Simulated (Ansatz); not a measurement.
**ClF2H2NSi: molecular dynamics**

Aim: follow the molecule's vibrations and see whether its bonds hold. The start is relaxed first. Runs: 300 steps of 1 fs at constant energy, with velocities drawn for 2000 K. SMILES of the start: N[Si](F)(F)Cl.

Program: Ansatz 0.2.0. Level of theory: RKS PBE0-D4/def2-SVP. These are calculated values, not measurements.

## Step 1: The structure to begin with

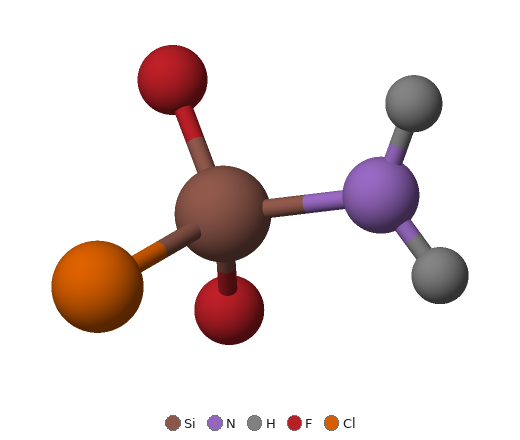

Start, viewed from a chosen angle; silicon brown, nitrogen purple, hydrogen grey, fluorine red, chlorine orange.

Structure file:

```xyz
7

Si    0.0000    0.0000    0.0000
N     0.0000    0.0000    1.8200
H    -0.8770   -0.2713    2.3500
H     0.8770    0.2713    2.3500
F     1.4994    0.0000   -0.5295
Cl   -1.0032    1.7381   -0.7093
F    -0.7489   -1.2974   -0.5295
```

## Step 2: Relaxing the start

File input.yaml:

```yaml
crystal:
  periodic: [false, false, false]
  atoms:
    - { symbol: Si, position_ang: [0.0, 0.0, 0.0] }
    - { symbol: "N", position_ang: [0.0, 0.0, 1.82] }
    - { symbol: H, position_ang: [-0.877, -0.2713, 2.35] }
    - { symbol: H, position_ang: [0.877, 0.2713, 2.35] }
    - { symbol: F, position_ang: [1.4994, 0.0, -0.5295] }
    - { symbol: Cl, position_ang: [-1.0032, 1.7381, -0.7093] }
    - { symbol: F, position_ang: [-0.7489, -1.2974, -0.5295] }
basis:
  gaussian: { orbitals: def2-SVP }
hamiltonian:
  xc: pbe0
  dispersion: d4
relax:
  f_tol: 0.02
  max_steps: 40
output:
  orbitals: {}
```

Started as:

```sh
ansatz run input.yaml --threads 1 --pin off --max-ram 2048MiB --backend cpu --events-out ev --progress --plain --runs-dir out
```

Log (excerpt; [...] marks lines left out):

```text
Warning: RAYON_NUM_THREADS=1 ignored (pool sized by the plan → 1); use --threads N
[...]
Functional definition: PBE0
[...]
885 factors; integrals over basis functions are off by at most 3.3e-4 eV
[...]
mean field -27335.67942983 eV, -1004.5676902571 hartree, gradient 9.6e-6 eV, S^2 0.000000; 0 other end points of the search recorded, 0 dependent functions left out
[...]
reference -27335.67945056 eV, -1004.5676910192 hartree; 29, 29 occupied and 59, 59 virtual orbitals, 885 factors
relax step   1: F+E_penalty+E_count = -27335.81918922 eV  Δ(F+E_penalty+E_count) = +0.000e0 eV  max|allowed force component| = 3.493e0 eV/Å  Δτ_max = 0.0000 Å  (26 SCF iters, accepted)
[...]
relax step   3: F+E_penalty+E_count = -27336.31144822 eV  Δ(F+E_penalty+E_count) = -6.730e-2 eV  max|allowed force component| = 2.911e-1 eV/Å  Δτ_max = 0.0559 Å  (28 SCF iters, accepted)
[...]
relax step   5: F+E_penalty+E_count = -27336.31647291 eV  Δ(F+E_penalty+E_count) = +1.017e-3 eV  max|allowed force component| = 4.717e-1 eV/Å  Δτ_max = 0.0334 Å  (28 SCF iters, rejected (line search))
[...]
relax step   7: F+E_penalty+E_count = -27336.31973386 eV  Δ(F+E_penalty+E_count) = -2.264e-4 eV  max|allowed force component| = 8.763e-2 eV/Å  Δτ_max = 0.0605 Å  (27 SCF iters, accepted)
[...]
relax step   8: F+E_penalty+E_count = -27336.31787807 eV  Δ(F+E_penalty+E_count) = +1.856e-3 eV  max|allowed force component| = 1.786e-1 eV/Å  Δτ_max = 0.0242 Å  (28 SCF iters, rejected (line search))
[...]
relax step   9: F+E_penalty+E_count = -27336.32011525 eV  Δ(F+E_penalty+E_count) = -3.814e-4 eV  max|allowed force component| = 6.347e-3 eV/Å  Δτ_max = 0.0121 Å  (28 SCF iters, accepted)
885 factors; integrals over basis functions are off by at most 3.3e-4 eV
mean field -27336.17746656 eV, -1004.5859927696 hartree, gradient 4.8e-6 eV, S^2 0.000000; 1 other end points of the search recorded, 0 dependent functions left out
[...]
reference -27336.17748640 eV, -1004.5859934984 hartree; 29, 29 occupied and 59, 59 virtual orbitals, 885 factors
Total energy: -27336.32013508 eV, -1004.5912357411 hartree
Atom 0 at    -0.019910     0.015914     0.080100 Å, force    -0.004298     0.005274     0.001908 eV/Å
Atom 1 at     0.036614    -0.099286     1.760212 Å, force     0.003701    -0.000382    -0.006347 eV/Å
Atom 2 at    -0.793713    -0.254536     2.317950 Å, force    -0.003064    -0.003118     0.003315 eV/Å
Atom 3 at     0.785818     0.334800     2.285167 Å, force     0.001763     0.001129     0.000386 eV/Å
Atom 4 at     1.485649     0.026111    -0.470826 Å, force    -0.002138     0.001979     0.001807 eV/Å
Atom 5 at    -0.947899     1.663591    -0.691909 Å, force     0.005148    -0.005005    -0.001291 eV/Å
Atom 6 at    -0.799259    -1.245892    -0.528994 Å, force    -0.001113     0.000123     0.000222 eV/Å
Dipole moment:    -0.048598     0.113918     0.621433 e Å
```

It took 39 s on 1 thread of Arm Neoverse V1, shared host; peak memory 0.18 GiB.

Relaxation path:

| step | energy from step 1 (eV) | largest force component (eV/Å) |
| --- | --- | --- |
| 1 | 0.0000 | 3.4930 |
| 2 | -0.4250 | 1.6109 |
| 3 | -0.4923 | 0.2911 |
| 4 | -0.4983 | 0.1411 |
| 5x | -0.4973 | 0.4717 |
| 6 | -0.5003 | 0.0419 |
| 7 | -0.5005 | 0.0876 |
| 8x | -0.4987 | 0.1786 |
| 9 | -0.5009 | 0.0063 |

Step 1 is the start. 2 steps were tried and not accepted (5, 8; marked x where the table lists them).

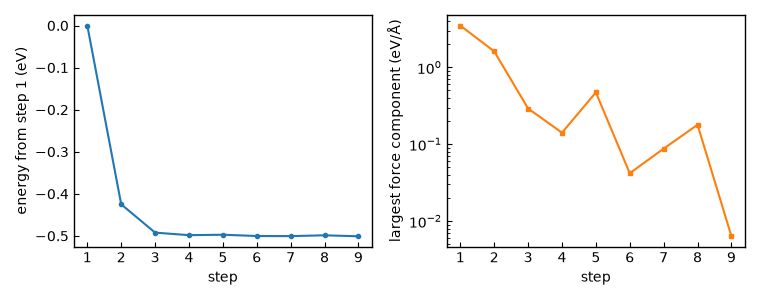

Energy and largest force along the relaxation.

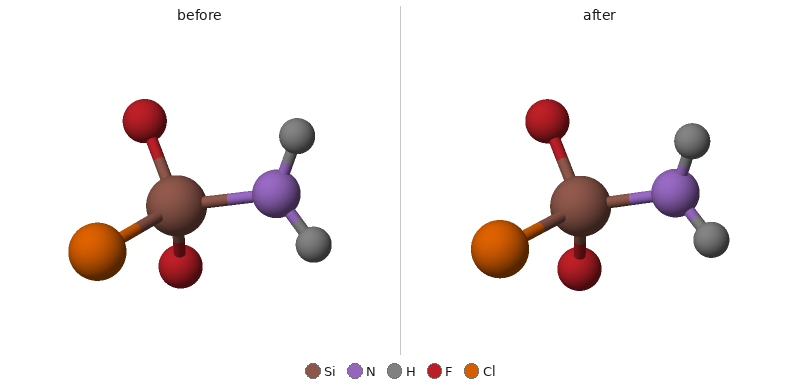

The structure before (left) and after (right), drawn at the same scale.

After: Bond lengths: Si1–N2 1.685 Å, N2–H3 1.012 Å, N2–H4 1.013 Å, Si1–F5 1.603 Å, Si1–Cl6 2.043 Å, Si1–F7 1.603 Å. Angles: Si1–N2–H3 122.2°, Si1–N2–H4 120.8°, H3–N2–H4 112.8°, N2–Si1–F5 108.2°, N2–Si1–Cl6 116.6°, N2–Si1–F7 110.0°, F5–Si1–Cl6 107.0°, F5–Si1–F7 109.3°, Cl6–Si1–F7 105.7°.

## Step 3: The run

300 steps of 1 fs at constant energy, with velocities drawn for 2000 K, from the relaxed start.

File input.yaml:

```yaml
crystal:
  periodic: [false, false, false]
  atoms:
    - { symbol: Si, position_ang: [-0.01991, 0.015914, 0.0801] }
    - { symbol: "N", position_ang: [0.036614, -0.099286, 1.760212] }
    - { symbol: H, position_ang: [-0.793713, -0.254536, 2.31795] }
    - { symbol: H, position_ang: [0.785818, 0.3348, 2.285167] }
    - { symbol: F, position_ang: [1.485649, 0.026111, -0.470826] }
    - { symbol: Cl, position_ang: [-0.947899, 1.663591, -0.691909] }
    - { symbol: F, position_ang: [-0.799259, -1.245892, -0.528994] }
basis:
  gaussian: { orbitals: def2-SVP }
hamiltonian:
  xc: pbe0
  dispersion: d4
md:
  timestep: 1.0
  n_steps: 300
  ensemble: nve
  temperature: 2000.0
  initial_velocities: maxwell_boltzmann
  seed: 719682
```

Started as:

```sh
ansatz run input.yaml --threads 1 --pin off --max-ram 2048MiB --backend cpu --events-out ev --progress --plain --runs-dir out
```

Log (excerpt; [...] marks lines left out):

```text
Warning: RAYON_NUM_THREADS=1 ignored (pool sized by the plan → 1); use --threads N
[...]
[... 1 set-up line as earlier in the session ...]
[...]
882 factors; integrals over basis functions are off by at most 3.7e-4 eV
[...]
mean field -27336.17747037 eV, -1004.5859929096 hartree, gradient 1.2e-5 eV, S^2 0.000000; 0 other end points of the search recorded, 0 dependent functions left out
[...]
reference -27336.17749031 eV, -1004.5859936422 hartree; 29, 29 occupied and 59, 59 virtual orbitals, 882 factors
md step     0: t =     0.00 fs  T =  2000.0 K  F+E_penalty+E_count = -27336.32011907 eV  E_kin = 1.292600 eV  conserved = -27335.02751908 eV  (25 SCF iters)
[...]
md step    18: t =    18.00 fs  T =  1545.4 K  F+E_penalty+E_count = -27336.02392173 eV  E_kin = 0.998764 eV  conserved = -27335.02515778 eV  (28 SCF iters, 3 dispersion substeps)
[...]
md step    36: t =    36.00 fs  T =  1399.7 K  F+E_penalty+E_count = -27335.92878217 eV  E_kin = 0.904600 eV  conserved = -27335.02418174 eV  (26 SCF iters, 3 dispersion substeps)
[...]
md step    54: t =    54.00 fs  T =  1368.4 K  F+E_penalty+E_count = -27335.90770153 eV  E_kin = 0.884385 eV  conserved = -27335.02331650 eV  (28 SCF iters, 3 dispersion substeps)
[...]
md step    70: t =    70.00 fs  T =  1252.1 K  F+E_penalty+E_count = -27335.83069279 eV  E_kin = 0.809210 eV  conserved = -27335.02148260 eV  (29 SCF iters, 3 dispersion substeps)
md step    71: t =    71.00 fs  T =  1277.2 K  F+E_penalty+E_count = -27335.84808617 eV  E_kin = 0.825429 eV  conserved = -27335.02265700 eV  (29 SCF iters, 3 dispersion substeps)
```

## Step 4: The log goes on: dynamics from the start

Output, continued (excerpt; [...] marks lines left out):

```text
md step    72: t =    72.00 fs  T =  1204.9 K  F+E_penalty+E_count = -27335.79749656 eV  E_kin = 0.778729 eV  conserved = -27335.01876741 eV  (29 SCF iters, 3 dispersion substeps)
[...]
md step    94: t =    94.00 fs  T =  1155.7 K  F+E_penalty+E_count = -27335.76044361 eV  E_kin = 0.746919 eV  conserved = -27335.01352448 eV  (28 SCF iters, 3 dispersion substeps)
[...]
md step   116: t =   116.00 fs  T =   514.7 K  F+E_penalty+E_count = -27335.34659078 eV  E_kin = 0.332628 eV  conserved = -27335.01396299 eV  (29 SCF iters, 5 dispersion substeps)
[...]
md step   138: t =   138.00 fs  T =   734.9 K  F+E_penalty+E_count = -27335.48997518 eV  E_kin = 0.474945 eV  conserved = -27335.01503058 eV  (29 SCF iters, 5 dispersion substeps)
[...]
md step   160: t =   160.00 fs  T =  1597.7 K  F+E_penalty+E_count = -27336.04842632 eV  E_kin = 1.032598 eV  conserved = -27335.01582783 eV  (28 SCF iters, 5 dispersion substeps)
md step   161: t =   161.00 fs  T =  1632.0 K  F+E_penalty+E_count = -27336.07031964 eV  E_kin = 1.054744 eV  conserved = -27335.01557516 eV  (28 SCF iters, 3 dispersion substeps)
md step   162: t =   162.00 fs  T =  1706.6 K  F+E_penalty+E_count = -27336.12437454 eV  E_kin = 1.102985 eV  conserved = -27335.02138981 eV  (28 SCF iters, 3 dispersion substeps)
```

## Step 5: The log goes on: dynamics from the start

The log, continued (excerpt; [...] marks lines left out):

```text
md step   163: t =   163.00 fs  T =  1700.1 K  F+E_penalty+E_count = -27336.12543006 eV  E_kin = 1.098755 eV  conserved = -27335.02667480 eV  (28 SCF iters, 3 dispersion substeps)
[...]
md step   181: t =   181.00 fs  T =  1056.5 K  F+E_penalty+E_count = -27335.70670345 eV  E_kin = 0.682805 eV  conserved = -27335.02389802 eV  (29 SCF iters, 3 dispersion substeps)
[...]
md step   199: t =   199.00 fs  T =   911.7 K  F+E_penalty+E_count = -27335.61339280 eV  E_kin = 0.589243 eV  conserved = -27335.02414971 eV  (29 SCF iters, 5 dispersion substeps)
[...]
md step   217: t =   217.00 fs  T =  1191.7 K  F+E_penalty+E_count = -27335.79299362 eV  E_kin = 0.770201 eV  conserved = -27335.02279213 eV  (28 SCF iters, 5 dispersion substeps)
[...]
md step   300: t =   300.00 fs  T =   814.4 K  F+E_penalty+E_count = -27335.55099756 eV  E_kin = 0.526374 eV  conserved = -27335.02462308 eV  (25 SCF iters, 5 dispersion substeps)
Total energy: -27335.55101739 eV, -1004.5629711872 hartree
Atom 0 at     0.067522     0.041297     0.116085 Å, force    -3.587487    -1.027190     1.447029 eV/Å
Atom 1 at    -0.024057    -0.279029     1.813025 Å, force    -0.139630    -0.270917    -1.406384 eV/Å
Atom 2 at    -0.715130    -1.024167     1.776081 Å, force    -0.118145    -0.191797     0.635449 eV/Å
Atom 3 at    -0.085066     0.221180     2.698306 Å, force     0.340160     0.226509    -0.616581 eV/Å
Atom 4 at     1.464831     0.244827    -0.524810 Å, force     2.249774    -0.731468    -0.510952 eV/Å
Atom 5 at    -0.869555     1.576040    -0.756013 Å, force    -0.728626     1.384006    -0.105300 eV/Å
Atom 6 at    -0.967108    -1.159384    -0.440698 Å, force     1.983953     0.610857     0.556739 eV/Å
Dipole moment:     0.000175    -0.028440     0.586130 e Å
```

Wall time 18 min (1 thread of Arm Neoverse V1, shared host); peak memory 0.17 GiB.

## Step 6: What the atoms did

The trajectory, every 16 steps (energies from step 0):

| time (fs) | T (K) | potential energy change (meV/atom) | total energy change (meV/atom) |
| --- | --- | --- | --- |
| 0.0 | 2000 | 0.0 | 0.00 |
| 16.0 | 1513 | 46.6 | 1.60 |
| 32.0 | 1056 | 88.5 | 1.37 |
| 48.0 | 821 | 109.7 | 0.89 |
| 64.0 | 638 | 127.9 | 2.14 |
| 80.0 | 766 | 115.1 | 1.16 |
| 96.0 | 1006 | 93.0 | 1.22 |
| 112.0 | 804 | 112.6 | 2.22 |
| 128.0 | 898 | 102.2 | 0.49 |
| 144.0 | 1051 | 89.2 | 1.60 |
| 160.0 | 1598 | 38.8 | 1.67 |
| 176.0 | 1516 | 45.1 | 0.42 |
| 192.0 | 819 | 111.2 | 2.22 |
| 208.0 | 1021 | 91.1 | 0.68 |
| 224.0 | 687 | 123.0 | 1.76 |
| 240.0 | 591 | 132.1 | 2.01 |
| 256.0 | 1172 | 77.0 | 0.53 |
| 272.0 | 1350 | 61.6 | 1.57 |
| 288.0 | 1188 | 76.3 | 1.39 |
| 300.0 | 814 | 109.9 | 0.41 |

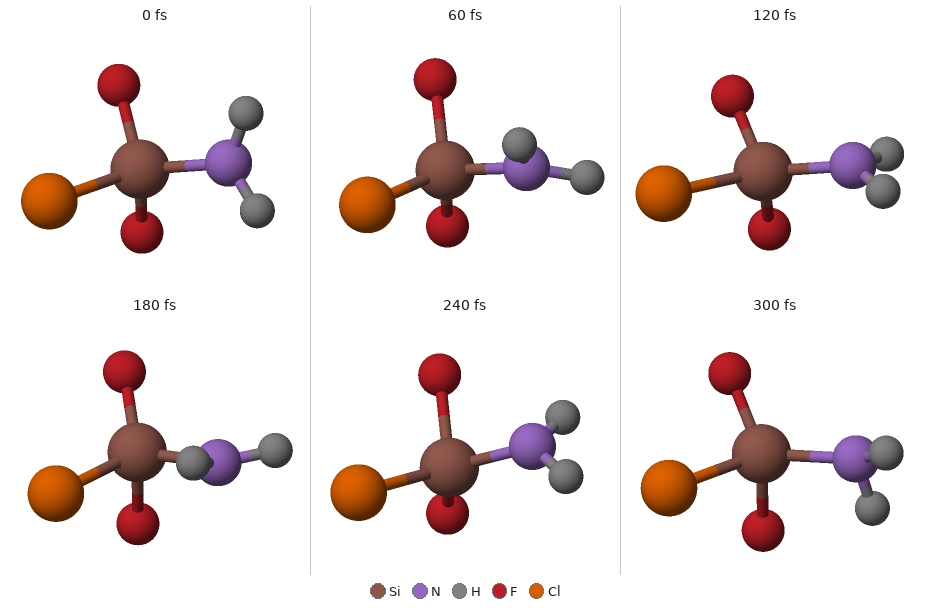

Six frames of the run, seen from a chosen angle. Sticks join atoms within a bonding distance in each frame.

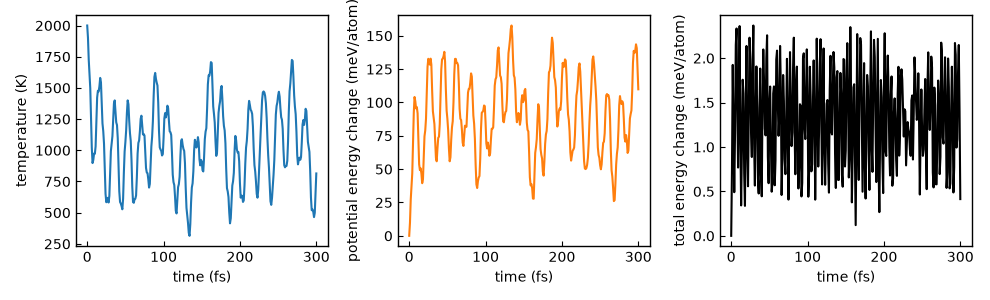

Time series of the run, each on its own scale.

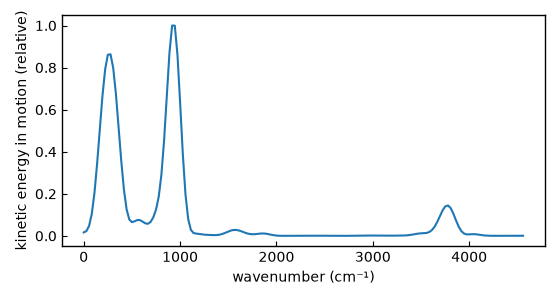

Power spectrum of the mass-weighted velocities; a run of 300 fs resolves no finer than about 220 cm⁻¹.

Maxima of the velocity power spectrum (cm⁻¹, relative height; resolution about 220 cm⁻¹): 280 (86), 920 (100), 3780 (14).

## Step 7: Frames from the trajectory

Extended XYZ, with forces in eV/Å:

```xyz
7
time_fs=38.0 T=1224 dE=0.5145
Si   -0.018    0.046    0.059   -1.032   -1.397   -1.938
N    -0.035    0.173    1.713   -1.416    2.257    0.300
H    -0.036    1.100    2.191   -0.201   -1.180   -0.654
H     0.570   -0.455    2.129    1.592   -1.635    1.577
F     1.469   -0.258   -0.434    0.980    0.829   -0.289
Cl   -1.038    1.715   -0.582    0.465   -0.489   -0.241
F    -0.593   -1.333   -0.690   -0.387    1.614    1.245
7
time_fs=75.0 T=1118 dE=0.5728
Si    0.104    0.000    0.071   -2.982   -1.011   -2.796
N    -0.156    0.131    1.692    0.504   -0.698    0.600
H    -0.237    1.039    2.105   -0.106    0.406    0.358
H    -0.213   -0.653    2.309    0.062   -0.312    0.561
F     1.607   -0.071   -0.527   -0.826   -0.117    0.263
Cl   -0.996    1.648   -0.588    0.910   -0.233   -0.289
F    -0.850   -1.282   -0.593    2.438    1.963    1.303
7
time_fs=112.0 T=804 dE=0.7882
Si   -0.056    0.097    0.157   -2.129   -3.917   -1.379
N    -0.041   -0.142    1.810    2.618   -2.099   -1.613
H    -0.623    0.195    2.494   -1.666    1.040    1.958
H     0.378   -1.088    2.017   -0.755    1.407    0.045
F     1.334    0.103   -0.566    1.954   -0.419   -0.124
Cl   -0.829    1.680   -0.745   -1.166    1.064    0.062
F    -0.746   -1.390   -0.480    1.144    2.924    1.051
7
time_fs=150.0 T=910 dE=0.7114
Si   -0.054    0.068    0.108   -4.160   -2.869   -0.602
N     0.040   -0.086    1.770   -0.574    0.397    1.591
H    -0.431    0.428    2.533    0.319   -0.360   -0.969
H     0.467   -0.946    2.131   -0.182    0.357   -0.256
F     1.372    0.002   -0.433    3.380   -0.166   -1.547
Cl   -0.892    1.754   -0.744    0.030   -0.802    0.639
F    -0.744   -1.445   -0.523    1.186    3.442    1.143
7
time_fs=188.0 T=456 dE=1.0121
Si    0.162    0.034    0.059   -6.501   -1.769   -0.820
N    -0.219    0.188    1.680   -0.091    2.546    1.708
H    -0.521    1.191    1.941    0.486   -2.200   -0.864
H     0.130   -0.202    2.537    0.432   -0.742    0.049
F     1.581   -0.192   -0.491    2.302   -0.197   -0.772
Cl   -1.009    1.613   -0.565    0.753    0.421   -0.681
F    -0.842   -1.220   -0.648    2.618    1.940    1.379
7
time_fs=225.0 T=826 dE=0.7685
Si    0.011    0.068    0.086   -5.066   -2.425   -0.048
N     0.038    0.199    1.769   -0.764   -0.125    0.779
H    -0.791    0.691    2.172    1.188   -0.746   -0.067
H     0.588   -0.412    2.418   -0.915    0.854   -0.886
F     1.401   -0.230   -0.394    5.198   -0.068   -1.557
Cl   -1.005    1.673   -0.619    0.099    0.060   -0.113
F    -0.644   -1.314   -0.757    0.262    2.449    1.891
7
time_fs=262.0 T=915 dE=0.7151
Si   -0.018    0.056    0.055   -5.532   -2.800    1.705
N     0.111   -0.147    1.755    2.436    0.586   -1.137
H    -0.672   -0.189    2.345   -0.970   -0.080    1.263
H     1.084   -0.090    2.199   -2.261   -0.070   -0.806
F     1.437    0.043   -0.319    4.750    0.043   -2.050
Cl   -0.953    1.708   -0.735    0.175   -0.553    0.231
F    -0.820   -1.351   -0.556    1.402    2.873    0.795
7
time_fs=300.0 T=814 dE=0.7691
Si    0.068    0.041    0.116   -3.587   -1.027    1.447
N    -0.024   -0.279    1.813   -0.140   -0.271   -1.406
H    -0.715   -1.024    1.776   -0.118   -0.192    0.635
H    -0.085    0.221    2.698    0.340    0.227   -0.617
F     1.465    0.245   -0.525    2.250   -0.732   -0.511
Cl   -0.870    1.576   -0.756   -0.729    1.384   -0.105
F    -0.967   -1.159   -0.441    1.984    0.611    0.557
```

## Step 8: What came out

| quantity | value |
| --- | --- |
| relaxation of the start | 6 moves, 0.501 eV lower |
| length | 300 steps of 1 fs |
| temperature, first and last step | 2000 and 814 K |
| temperature, second half | mean 1068 K, from 415 to 1724 K |
| potential energy, second half | +87 meV/atom from the start |
| largest change of the total energy | 2.37 meV/atom |
| bonds formed or broken | 0 |

In words: The temperature starts at 2000 K and averages 1068 K in the second half, where it ranges from 415 to 1724 K. About half is expected from a start at a minimum: kinetic energy passes into potential energy until both shares match. The total energy strays from its start by at most 2.37 meV/atom, 2.5 % of the mean kinetic energy, fair for a step of 1 fs. The bonds all hold. 300 fs on 7 atoms is far too short and small for converged averages. The nuclei move classically, without zero-point motion, which matters most for hydrogen.
